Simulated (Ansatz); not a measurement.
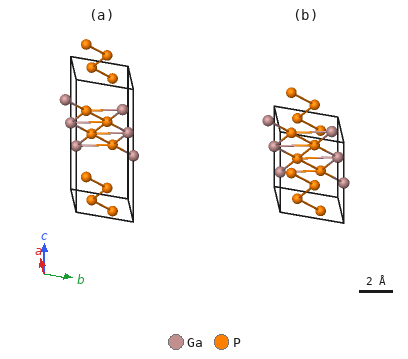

The structure of solid GaP4 (a generated structure, set up in P6/mmm) (coarse preliminary run) before (left) and after (right) a relaxation, at one scale.

A ball-and-stick model of the cell of the calculation, repeated 2 × 1 × 1 with one cell outlined, seen from a free direction.

All numbers below come from DFT PBE, scalar-relativistic, plane waves, PAW in Ansatz 0.2.0. Settings: plane-wave cutoff 420 eV; k-point mesh 6 × 6 × 2; occupations gaussian; smearing width 0.1 eV; no spin polarisation; cell and atoms relaxed; force threshold 0.04 eV/Å; at most 70 steps.

Question: What changed between the two?

Answer: After 10 accepted moves (11 points after the start) the energy has fallen by 573 meV per atom. All forces vanish by symmetry, so only the cell relaxes. Pressure: 13.27 GPa at the start and 0.21 GPa at the end. At 1 point the geometry stayed and the basis and grid were re-selected for the new cell (energy shift of 2.1 meV per atom at most each time). No atom moves by more than 0.005 Å relative to the cell. The drawn cell changes as follows: a = b 3.949 → 4.394 Å (+11.3 %), c 8.904 → 5.399 Å (−39.4 %); the volume changes by −24.9 %. Among the contacts that change: P–P 4.452 → 2.699 Å, Ga–P 2.280 → 2.537 Å, P–P 2.280 → 2.537 Å. The space group stays P6/mmm (No. 191).

Limits of the set-up: layers or molecules are held without a dispersion correction, so their spacing is unreliable.
